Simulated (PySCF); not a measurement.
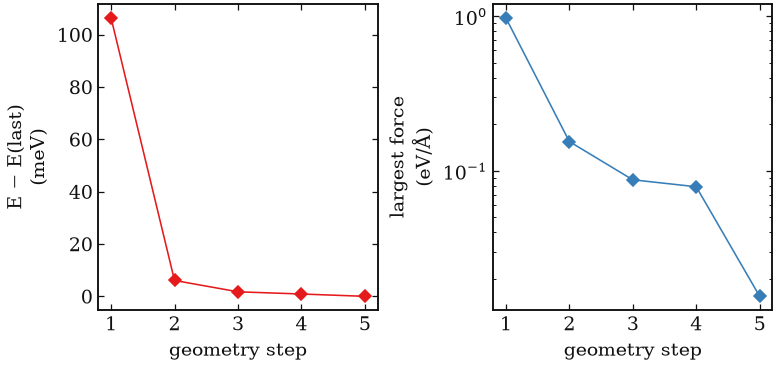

History of a geometry optimisation.

CH₆AsGeN (SMILES [H]/N=[CH]\[GeH2][AsH2]); PBE0-D3(BJ)/def2-SVP, geometry optimisation in PySCF 2.14.0, density fitting.

Q: How did it end, and what did it gain?

A: The optimisation met its thresholds at geometry 5, counting the start as the first. The energy fell by about 110 meV from the first step to the last. The largest force goes from about 0.97 eV/Å at the start to 0.015 eV/Å at the end.
